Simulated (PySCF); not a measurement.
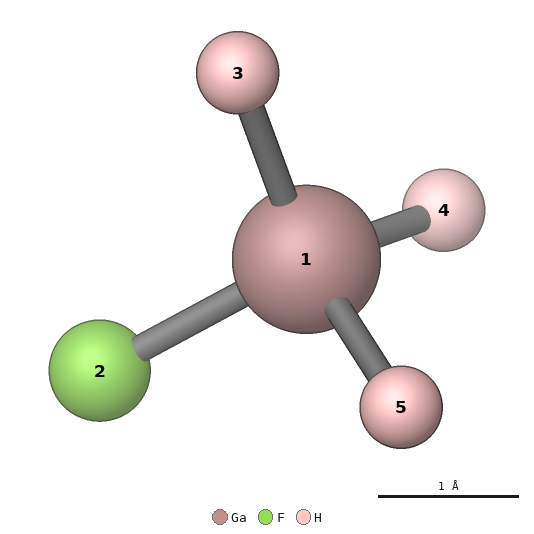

Orthographic view. Distant atoms are faded towards the background colour. State: charge −1, singlet. The computed structure is the end point of a PBE0-D3(BJ)/def2-SVP optimisation. No frequency run is at hand to confirm it as a minimum.

Write a Z-matrix (Å, degrees) in the order of the atom numbers, with these reference atoms: 2 to 1; 3 to 1, 2; 4 to 1, 3, 2; 5 to 1, 4, 3.

```
Ga 
F    1   1.829
H    1   1.625   2   107.2
H    1   1.625   3   111.6   2   117.1
H    1   1.625   4   111.7   3  -125.7
```
